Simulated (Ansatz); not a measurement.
**AlGaHCl (singlet): from Hartree-Fock to the top rungs at a displaced geometry (v1), cc-pVDZ**

How much of the correlation energy of AlGaHCl (singlet) does each wave-function method recover here?

The runs use Ansatz 0.2.0, Gaussian basis; cc-pVDZ, core rule «outside noble gas», up to 24 orbitals frozen.

Plan: UHF; CCSD(T) on RHF; CCSD(T) on UHF; BCCD(T) on RHF; CISD; CCSDT(Q) on RHF; CCSDT(Q) on UHF; CASSCF and MRCISD+Q, 8 electrons in 8 orbitals; CASSCF and NEVPT2, 8 electrons in 8 orbitals.

21 further runs of the same task are left out: 1 for a known fault of the program, 7 that didn't finish, 13 set aside as unsound or not needed. Runs told in other sessions of the task aren't counted.

### 1 The system

The geometry is a PBE0/def2-TZVP stationary point (not a proven minimum) with its atoms shifted at random (size 0.040 Å). No spin-orbit coupling is included. The filled d shell of Ga may be among the frozen orbitals whatever the setting's name suggests.

4 atoms, charge 0, spin multiplicity 1.

Atoms are counted from 1 here; the program's logs count them from 0.

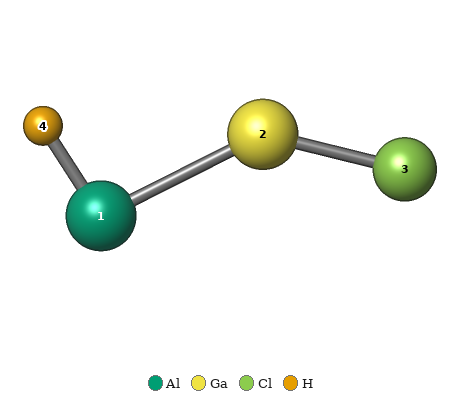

The structure; aluminium teal, gallium yellow, chlorine green, hydrogen amber; atoms are numbered from 1 in the order of the file.

In the tables R marks a restricted determinant and U an unrestricted one; 'frontier' is the active space of 8 electrons in 8 orbitals; energies count from the table's Hartree-Fock row.

### 2 UHF

in.yaml reads:

```yaml
crystal:
  periodic: [false, false, false]
  atoms:
    - {symbol: Al, position_ang: [-0.011690, -0.537715, 2.570784]}
    - {symbol: Ga, position_ang: [-0.012524, 0.392286, 0.002652]}
    - {symbol: Cl, position_ang: [0.035440, -0.388273, -2.054776]}
    - {symbol: H, position_ang: [-0.067336, 0.915221, 3.273378]}
basis:
  gaussian: {orbitals: cc-pVDZ}
magnetization: {spin_polarized: true, initial_magnetization: 0}
hamiltonian: {xc: hf}
output: {orbitals: {seedname: orbitals}}
```

The run is started by

```bash
$ ansatz run in.yaml --threads 1 --pin off --events-out ev --progress --plain --max-ram 2393MiB
```

Log:

```text
Functional definition: HF
  name "HF"
  cite "Fock, Z. Phys. 61, 126 (1930) doi:10.1007/BF01340294"
  parent pbe
  exchange = exact_x
  correlation = 0
742 factors; integrals over basis functions are off by at most 1.0e-3 eV
mean field evaluation 1: about -71435.4480 eV, gradient 1.0e1 eV
mean field evaluation 2: about -71435.4529 eV, gradient 1.0e1 eV
mean field evaluation 4: about -71436.4592 eV, gradient 9.4e-1 eV
mean field evaluation 8: about -71436.4801 eV, gradient 2.1e-3 eV
mean field evaluation 16: about -71436.5645 eV, gradient 2.1e-1 eV
mean field evaluation 32: about -71432.7158 eV, gradient 8.0e0 eV
mean field evaluation 64: about -71435.0450 eV, gradient 4.5e0 eV
mean field evaluation 96: about -71436.1244 eV, gradient 3.7e0 eV
mean field -71436.56605283 eV, -2625.2453809978 hartree, gradient 8.3e-6 eV, S^2 0.432316; 3 other end points of the search recorded, 0 dependent functions left out
reference -71436.56605283 eV, -2625.2453809978 hartree; 31, 31 occupied and 37, 37 virtual orbitals, 742 factors
Total energy: -71436.56605283 eV, -2625.2453809978 hartree
```

Wall time 4.5 s (1 thread of Arm Neoverse V2, shared host).

From the report: ⟨S²⟩ of the determinant 0.432 (pure singlet: 0.00).

The unrestricted solution breaks the spin symmetry, so the restricted determinant is unstable here.

### 3 CCSD(T) on RHF

in.yaml: that of step 2 with these lines changed.

```diff
@@ -9,4 +9,3 @@
   gaussian: {orbitals: cc-pVDZ}
-magnetization: {spin_polarized: true, initial_magnetization: 0}
-hamiltonian: {xc: hf}
-output: {orbitals: {seedname: orbitals}}
+magnetization: {spin_polarized: false}
+correlation: {method: ccsd_t, electrons: outside_noble_gas}
```

Same command.

Log (excerpt; [...] marks lines left out):

```text
Functional definition: HF
  name "HF"
  cite "Fock, Z. Phys. 61, 126 (1930) doi:10.1007/BF01340294"
  parent pbe
[...]
742 factors; integrals over basis functions are off by at most 1.0e-3 eV
[...]
mean field -71436.48008271 eV, -2625.2422216542 hartree, gradient 2.8e-6 eV, S^2 0.000000; 0 other end points of the search recorded, 0 dependent functions left out; unrestricted orbitals would lower it
[...]
24 core orbitals not correlated: weight in the atoms' cores, before any rotation towards them, 0.989 or more for the frozen orbitals, at most 0.015 for the correlated occupied ones
reference -71436.48008271 eV, -2625.2422216542 hartree; 7, 7 occupied and 37, 37 virtual orbitals, 742 factors
second order -6.51144012 eV of doubles, -0.00000000 eV of singles
cycle   1  -7.25353259 eV  change   -7.4e-1 eV  update   9.3e-2
[...]
cycle  11  -7.61158592 eV  change    3.4e-6 eV  update   1.5e-5
perturbative correction -0.21654896 eV, -0.0079580277 hartree
Total energy: -71444.30821759 eV, -2625.5299003049 hartree
```

Run time: 1.6 s. Hardware: 1 thread of Arm Neoverse V2, shared host.

From the report: correlation -7.8281 eV; T1 0.017; largest double amplitude 0.14.

### 4 CCSD(T) on UHF

in.yaml: that of step 3 with these lines changed.

```diff
@@ -9,3 +9,3 @@
   gaussian: {orbitals: cc-pVDZ}
-magnetization: {spin_polarized: false}
+magnetization: {spin_polarized: true, initial_magnetization: 0}
 correlation: {method: ccsd_t, electrons: outside_noble_gas}
```

The command is unchanged.

Log (excerpt; [...] marks lines left out):

```text
Functional definition: HF
  name "HF"
  cite "Fock, Z. Phys. 61, 126 (1930) doi:10.1007/BF01340294"
  parent pbe
[...]
742 factors; integrals over basis functions are off by at most 1.0e-3 eV
[...]
mean field -71436.56605283 eV, -2625.2453809978 hartree, gradient 5.8e-6 eV, S^2 0.432316; 11 other end points of the search recorded, 0 dependent functions left out
determinant -71436.56605283 eV, -2625.2453809978 hartree, with singles and doubles -71444.04047409 eV, -2625.5200609128 hartree
determinant -71435.30115504 eV, -2625.1988968617 hartree, with singles and doubles -71442.53550050 eV, -2625.4647541536 hartree
determinant -71434.16245222 eV, -2625.1570503048 hartree, with singles and doubles -71441.76785060 eV, -2625.4365435401 hartree
determinant -71436.48008271 eV, -2625.2422216542 hartree, with singles and doubles -71444.09208900 eV, -2625.5219577259 hartree
24 core orbitals not correlated: weight in the atoms' cores, before any rotation towards them, 0.988 or more for the frozen orbitals, at most 0.015 for the correlated occupied ones
reference -71436.56605283 eV, -2625.2453809978 hartree; 7, 7 occupied and 37, 37 virtual orbitals, 742 factors
second order -6.19455211 eV of doubles, -0.00000000 eV of singles
cycle   1  -7.47755998 eV  change   -3.1e-3 eV  update   6.5e-3
[...]
cycle  10  -7.49171983 eV  change    4.8e-6 eV  update   1.6e-5
perturbative correction -0.23297500 eV, -0.0085616733 hartree
Total energy: -71444.29074766 eV, -2625.5292582968 hartree
```

Run time: 15 s. Hardware: 1 thread of Arm Neoverse V2, shared host.

From the report: ⟨S²⟩ of the determinant 0.432 (pure singlet: 0.00); correlation -7.7247 eV; T1 0.067; largest double amplitude 0.16.

### 5 BCCD(T) on RHF

in.yaml: that of step 4 with these lines changed.

```diff
@@ -9,3 +9,3 @@
   gaussian: {orbitals: cc-pVDZ}
-magnetization: {spin_polarized: true, initial_magnetization: 0}
-correlation: {method: ccsd_t, electrons: outside_noble_gas}
+magnetization: {spin_polarized: false}
+correlation: {method: bccd_t, electrons: outside_noble_gas}
```

Same command.

Log (excerpt; [...] marks lines left out):

```text
Functional definition: HF
  name "HF"
  cite "Fock, Z. Phys. 61, 126 (1930) doi:10.1007/BF01340294"
  parent pbe
[...]
742 factors; integrals over basis functions are off by at most 1.0e-3 eV
[...]
mean field -71436.48008271 eV, -2625.2422216542 hartree, gradient 2.8e-6 eV, S^2 0.000000; 0 other end points of the search recorded, 0 dependent functions left out; unrestricted orbitals would lower it
[...]
24 core orbitals not correlated: weight in the atoms' cores, before any rotation towards them, 0.989 or more for the frozen orbitals, at most 0.015 for the correlated occupied ones
reference -71436.48008271 eV, -2625.2422216542 hartree; 7, 7 occupied and 37, 37 virtual orbitals, 742 factors
second order -6.51144012 eV of doubles, -0.00000000 eV of singles
cycle   1  -7.26539664 eV  change   -7.5e-1 eV  update   9.3e-2
[...]
cycle  12  -7.59906482 eV  change   -3.6e-6 eV  update   6.0e-6
perturbative correction -0.23087538 eV, -0.0084845137 hartree
Total energy: -71444.31002290 eV, -2625.5299666491 hartree
```

Run time: 1.9 s. Hardware: 1 thread of Arm Neoverse V2, shared host.

From the report: correlation -7.8299 eV; largest double amplitude 0.15.

### 6 CISD

in.yaml: that of step 5 with these lines changed.

```diff
@@ -9,3 +9,2 @@
   gaussian: {orbitals: cc-pVDZ}
-magnetization: {spin_polarized: false}
-correlation: {method: bccd_t, electrons: outside_noble_gas}
+correlation: {active_space: {ras: {orbitals: [7, 0, 37], electrons: 14, max_holes: 2, max_particles: 2}, fixed_orbitals: true}}
```

The command is unchanged.

Log:

```text
Functional definition: HF
  name "HF"
  cite "Fock, Z. Phys. 61, 126 (1930) doi:10.1007/BF01340294"
  parent pbe
  exchange = exact_x
  correlation = 0
742 factors; integrals over basis functions are off by at most 1.0e-3 eV
mean field evaluation 1: about -71435.4480 eV, gradient 1.5e1 eV
mean field evaluation 2: about -71435.4529 eV, gradient 1.5e1 eV
mean field evaluation 4: about -71436.4590 eV, gradient 1.3e0 eV
mean field evaluation 8: about -71436.4801 eV, gradient 1.9e-4 eV
mean field -71436.48008271 eV, -2625.2422216542 hartree, gradient 2.8e-6 eV, S^2 0.000000; 0 other end points of the search recorded, 0 dependent functions left out
reference -71436.48008271 eV, -2625.2422216542 hartree; 31, 31 occupied and 37, 37 virtual orbitals, 742 factors
state -71443.18710095 eV, -2625.4887000284 hartree
Total energy: -71443.18710095 eV, -2625.4887000284 hartree
```

It took 2 s on 1 thread of Arm Neoverse V2, shared host.

From the report: 95,572 determinants.

### 7 CCSDT(Q) on RHF

in.yaml: that of step 6 with these lines changed.

```diff
@@ -9,2 +9,3 @@
   gaussian: {orbitals: cc-pVDZ}
-correlation: {active_space: {ras: {orbitals: [7, 0, 37], electrons: 14, max_holes: 2, max_particles: 2}, fixed_orbitals: true}}
+magnetization: {spin_polarized: false}
+correlation: {method: ccsdt_q, electrons: outside_noble_gas}
```

The command is unchanged.

Log (excerpt; [...] marks lines left out):

```text
Functional definition: HF
  name "HF"
  cite "Fock, Z. Phys. 61, 126 (1930) doi:10.1007/BF01340294"
  parent pbe
[...]
1335 factors; integrals over basis functions are off by at most 1.6e-7 eV
[...]
mean field -71436.48027575 eV, -2625.2422287484 hartree, gradient 2.9e-6 eV, S^2 0.000000; 0 other end points of the search recorded, 0 dependent functions left out; unrestricted orbitals would lower it
[...]
24 core orbitals not correlated: weight in the atoms' cores, before any rotation towards them, 0.989 or more for the frozen orbitals, at most 0.015 for the correlated occupied ones
reference -71436.48027575 eV, -2625.2422287484 hartree; 7, 7 occupied and 37, 37 virtual orbitals, 1335 factors
second order -6.51148719 eV of doubles, -0.00000000 eV of singles
cycle   1  -7.25355990 eV  change   -7.4e-1 eV  update   1.0e-1
[...]
cycle  18  -7.86330436 eV  change   -4.1e-7 eV  update   8.5e-7
perturbative correction -0.01950296 eV, -0.0007167204 hartree
Total energy: -71444.36308307 eV, -2625.5319165740 hartree
```

Run time: 32 s. Hardware: 1 thread of Arm Neoverse V2, shared host; peak memory 0.43 GiB.

From the report: correlation -7.8828 eV; T1 0.018; largest double amplitude 0.17.

### 8 CCSDT(Q) on UHF

in.yaml: that of step 7 with these lines changed.

```diff
@@ -9,3 +9,3 @@
   gaussian: {orbitals: cc-pVDZ}
-magnetization: {spin_polarized: false}
+magnetization: {spin_polarized: true, initial_magnetization: 0}
 correlation: {method: ccsdt_q, electrons: outside_noble_gas}
```

The command is unchanged.

Log (excerpt; [...] marks lines left out):

```text
Functional definition: HF
  name "HF"
  cite "Fock, Z. Phys. 61, 126 (1930) doi:10.1007/BF01340294"
  parent pbe
[...]
1335 factors; integrals over basis functions are off by at most 1.6e-7 eV
[...]
mean field -71436.56625053 eV, -2625.2453882631 hartree, gradient 6.5e-6 eV, S^2 0.432325; 9 other end points of the search recorded, 0 dependent functions left out
determinant -71436.56625053 eV, -2625.2453882631 hartree, with singles and doubles -71444.04068901 eV, -2625.5200688110 hartree
determinant -71435.30135872 eV, -2625.1989043465 hartree, with singles and doubles -71442.53571395 eV, -2625.4647619976 hartree
determinant -71434.16265278 eV, -2625.1570576752 hartree, with singles and doubles -71441.76806863 eV, -2625.4365515526 hartree
determinant -71436.48027575 eV, -2625.2422287484 hartree, with singles and doubles -71444.09230662 eV, -2625.5219657232 hartree
24 core orbitals not correlated: weight in the atoms' cores, before any rotation towards them, 0.988 or more for the frozen orbitals, at most 0.015 for the correlated occupied ones
reference -71436.56625053 eV, -2625.2453882631 hartree; 7, 7 occupied and 37, 37 virtual orbitals, 1335 factors
second order -6.19458710 eV of doubles, -0.00000000 eV of singles
cycle   1  -6.91214111 eV  change   -7.2e-1 eV  update   1.1e-1
[...]
cycle  24  -7.77173970 eV  change   -5.8e-7 eV  update   5.5e-7
perturbative correction -0.02242518 eV, -0.0008241103 hartree
Total energy: -71444.36041541 eV, -2625.5318185394 hartree
```

It took 2.6 min on 1 thread of Arm Neoverse V2, shared host; peak memory 0.83 GiB.

From the report: ⟨S²⟩ of the determinant 0.432 (pure singlet: 0.00); correlation -7.7942 eV; T1 0.076; largest double amplitude 0.20.

### 9 CASSCF and MRCISD+Q, 8 electrons in 8 orbitals

in.yaml: that of step 8 with these lines changed.

```diff
@@ -9,3 +9,2 @@
   gaussian: {orbitals: cc-pVDZ}
-magnetization: {spin_polarized: true, initial_magnetization: 0}
-correlation: {method: ccsdt_q, electrons: outside_noble_gas}
+correlation: {method: fic_mrcisd_q, electrons: outside_noble_gas, active_space: {window: {electrons: 8, orbitals: 8}}}
```

Launched as before.

Log (excerpt; [...] marks lines left out):

```text
Functional definition: HF
  name "HF"
  cite "Fock, Z. Phys. 61, 126 (1930) doi:10.1007/BF01340294"
  parent pbe
[...]
742 factors; integrals over basis functions are off by at most 1.0e-3 eV
[...]
mean field -71436.48008271 eV, -2625.2422216542 hartree, gradient 2.8e-6 eV, S^2 0.000000; 0 other end points of the search recorded, 0 dependent functions left out; unrestricted orbitals would lower it
reference -71436.48008271 eV, -2625.2422216542 hartree; 31, 31 occupied and 37, 37 virtual orbitals, 742 factors
state -71438.02268534 eV, -2625.2989112553 hartree
contracted CI cycle   1: correlation 0.00000000 eV, 0.0000000000 hartree, residual 1.91e1 eV
contracted CI cycle   2: correlation -5.43664928 eV, -0.1997931758 hartree, residual 2.93e0 eV
contracted CI cycle   3: correlation -5.61749881 eV, -0.2064392737 hartree, residual 8.06e-1 eV
[...]
contracted CI cycle   2: correlation -5.54943382 eV, -0.2039379313 hartree, residual 2.66e0 eV
contracted CI cycle   3: correlation -5.69225067 eV, -0.2091863537 hartree, residual 6.78e-1 eV
contracted CI cycle   4: correlation -5.70200682 eV, -0.2095448855 hartree, residual 1.91e-1 eV
contracted CI cycle   5: correlation -5.70285570 eV, -0.2095760815 hartree, residual 5.92e-2 eV
contracted CI cycle   6: correlation -5.70293282 eV, -0.2095789156 hartree, residual 1.76e-2 eV
contracted CI cycle   7: correlation -5.70293913 eV, -0.2095791474 hartree, residual 5.27e-3 eV
contracted CI cycle   8: correlation -5.70293970 eV, -0.2095791684 hartree, residual 1.61e-3 eV
contracted CI cycle   9: correlation -5.70293975 eV, -0.2095791703 hartree, residual 5.16e-4 eV
state -71437.95685504 eV, -2625.2964920364 hartree; corrected -71444.24683013 eV, -2625.5276443574 hartree
state -71438.02268534 eV, -2625.2989112553 hartree; corrected -71444.25038873 eV, -2625.5277751337 hartree
[...]
Total energy: -71444.25038873 eV, -2625.5277751337 hartree
```

Run time: 30 s. Hardware: 1 thread of Arm Neoverse V2, shared host; peak memory 0.32 GiB.

From the report: 4,900 determinants; active occupations 2.00, 1.98, 1.96, 1.85, 0.11, 0.06, 0.02, 0.02.

### 10 CASSCF and NEVPT2, 8 electrons in 8 orbitals

in.yaml: that of step 9 with these lines changed.

```diff
@@ -9,2 +9,2 @@
   gaussian: {orbitals: cc-pVDZ}
-correlation: {method: fic_mrcisd_q, electrons: outside_noble_gas, active_space: {window: {electrons: 8, orbitals: 8}}}
+correlation: {method: sc_nevpt2, electrons: outside_noble_gas, active_space: {window: {electrons: 8, orbitals: 8}}}
```

Same command.

Log (excerpt; [...] marks lines left out):

```text
Functional definition: HF
  name "HF"
  cite "Fock, Z. Phys. 61, 126 (1930) doi:10.1007/BF01340294"
  parent pbe
[...]
742 factors; integrals over basis functions are off by at most 1.0e-3 eV
[...]
mean field -71436.48008271 eV, -2625.2422216542 hartree, gradient 2.8e-6 eV, S^2 0.000000; 0 other end points of the search recorded, 0 dependent functions left out; unrestricted orbitals would lower it
reference -71436.48008271 eV, -2625.2422216542 hartree; 31, 31 occupied and 37, 37 virtual orbitals, 742 factors
state -71438.02268534 eV, -2625.2989112553 hartree
state -71438.02268534 eV, -2625.2989112553 hartree; corrected -71443.15145734 eV, -2625.4873901501 hartree
state -71437.99301187 eV, -2625.2978207754 hartree
state -71437.99301187 eV, -2625.2978207754 hartree; corrected -71443.10364886 eV, -2625.4856332208 hartree
state -71438.02268534 eV, -2625.2989112553 hartree; corrected -71443.15145734 eV, -2625.4873901501 hartree
state -71437.95685504 eV, -2625.2964920364 hartree
state -71437.95685504 eV, -2625.2964920364 hartree; corrected -71443.13599873 eV, -2625.4868220564 hartree
state -71438.02268534 eV, -2625.2989112553 hartree; corrected -71443.15145734 eV, -2625.4873901501 hartree
[...]
Total energy: -71443.15145734 eV, -2625.4873901501 hartree
```

Run time: 24 s. Hardware: 1 thread of Arm Neoverse V2, shared host.

From the report: 4,900 determinants; active occupations 2.00, 1.98, 1.96, 1.85, 0.11, 0.06, 0.02, 0.02.

### 11 The ladder

The yardstick is RCCSDT(Q), where the cluster series has nearly closed. Rows without a time are mean-field rows or come out of runs for another level: lower rungs of the coupled-cluster runs, CASSCF and MRCISD of the multireference runs, or the Hartree-Fock search.

Differences are taken before rounding.

| method | energy from the lowest RHF (kcal/mol) | from RCCSDT(Q) (kcal/mol) | time |
| --- | --- | --- | --- |
| RHF | 0.00 | +181.79 |  |
| UHF | -1.98 | +179.80 |  |
| RMP2 | -150.16 | +31.63 |  |
| UMP2 | -144.83 | +36.95 |  |
| RCCSD | -175.53 | +6.26 |  |
| UCCSD | -174.75 | +7.04 |  |
| RCCSD(T) | -180.52 | +1.27 | 1.6 s |
| UCCSD(T) | -180.12 | +1.67 | 15 s |
| BCCD(T) | -180.56 | +1.22 | 1.9 s |
| RCCSDT | -181.34 | +0.45 |  |
| UCCSDT | -181.21 | +0.58 |  |
| RCCSDT(Q) | -181.79 | 0 | 32 s |
| UCCSDT(Q) | -181.72 | +0.06 | 2.6 min |
| CASSCF frontier | -35.57 | +146.21 |  |
| NEVPT2 frontier | -153.85 | +27.94 | 24 s |
| MRCISD frontier | -165.47 | +16.31 |  |
| MRCISD+Q frontier | -179.19 | +2.60 | 30 s |

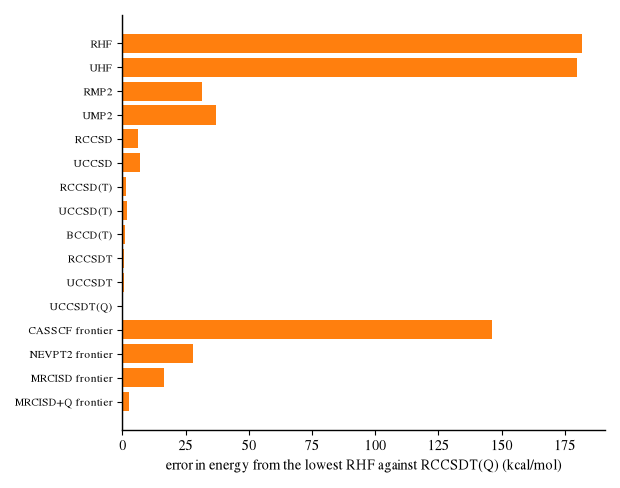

How far each level lands from RCCSDT(Q).

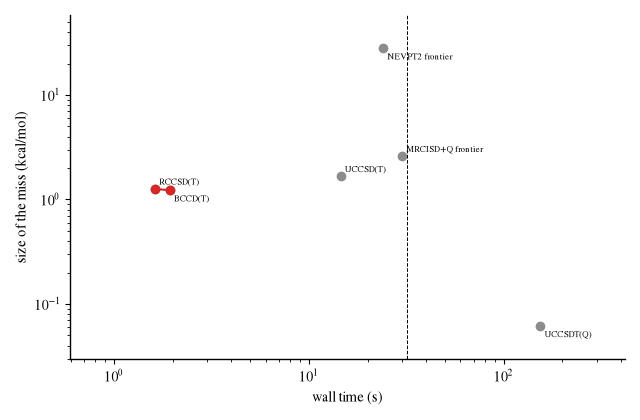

Miss against cost. Red marks the levels that no quicker level drawn beats (of those quicker than the yardstick), and the dashed line is the time of RCCSDT(Q). Times are from a shared host.

Not comparable, so not listed: CISD (they don't share determinant, frozen orbitals or solution with the rows shown, or repeat one).

### 12 Outcome

| quantity | value |
| --- | --- |
| RCCSDT(Q) from the RHF energy | -7.8830 eV |
| RMP2 from RCCSDT(Q) | +31.63 kcal/mol |
| UMP2 from RCCSDT(Q) | +36.95 kcal/mol |
| RCCSD from RCCSDT(Q) | +6.26 kcal/mol |
| RCCSD(T) from RCCSDT(Q) | +1.27 kcal/mol |
| UCCSD(T) from RCCSDT(Q) | +1.67 kcal/mol |
| UCCSDT(Q) from RCCSDT(Q) | +0.06 kcal/mol |
| NEVPT2 frontier from RCCSDT(Q) | +27.94 kcal/mol |
| MRCISD+Q frontier from RCCSDT(Q) | +2.60 kcal/mol |
| levels within 1 kcal/mol (43 meV) | RCCSDT, UCCSDT, UCCSDT(Q) |
| T1 diagnostic | 0.017 |

**Reading.** RCCSD(T) misses by +1.27 kcal/mol, 0.7 % of the correlation energy. Of the multireference levels listed MRCISD+Q frontier comes nearest in total energy (+2.60 kcal/mol), which doesn't show that its space is the better one. These misses are within one basis, not against nature.

BCCD(T) reaches 1.22 kcal/mol from the reference in 1.9 s, where RCCSDT(Q) took 32 s; the quickest level in the cost chart, RCCSD(T), takes 1.6 s and misses by 1.27 kcal/mol.
